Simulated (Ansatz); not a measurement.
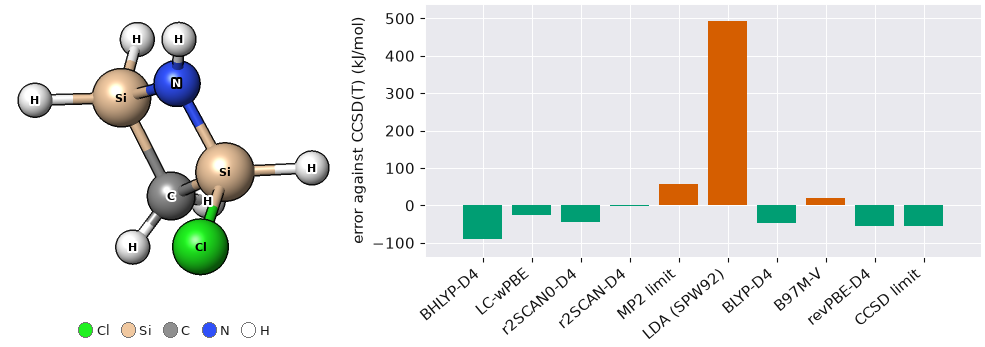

Error in the electronic atomisation energy (method less reference, so positive means overbinding) of CH₆ClNSi₂, SMILES Cl[Si@H]1C[SiH2]N1: functionals in def2-TZVPP against frozen-core CCSD(T) at the limit (MP2 extrapolated from triple and quadruple zeta, plus CCSD(T) less MP2 in a smaller set), which gives 3927.2 kJ/mol, at a PBE0-D4/def2-TZVP geometry (a minimum by its frequencies), no zero-point or spin-orbit term, the Ansatz code. The reference leaves out core correlation, a term that grows with the number of heavy atoms. No dispersion term is added to LC-wPBE. Limit means the basis limit.

Q: What range do the values span?

A: From −90.5 kJ/mol (BHLYP-D4) to 492.9 kJ/mol (LDA (SPW92)).

Q: Which of these levels overbind, and which underbind?

A: Overbind: MP2 limit and LDA (SPW92). Underbind: BHLYP-D4, LC-wPBE, r2SCAN0-D4, BLYP-D4, revPBE-D4 and CCSD limit. Within 25 kJ/mol of zero, too close to call in view of what the reference leaves out: r2SCAN-D4 and B97M-V.
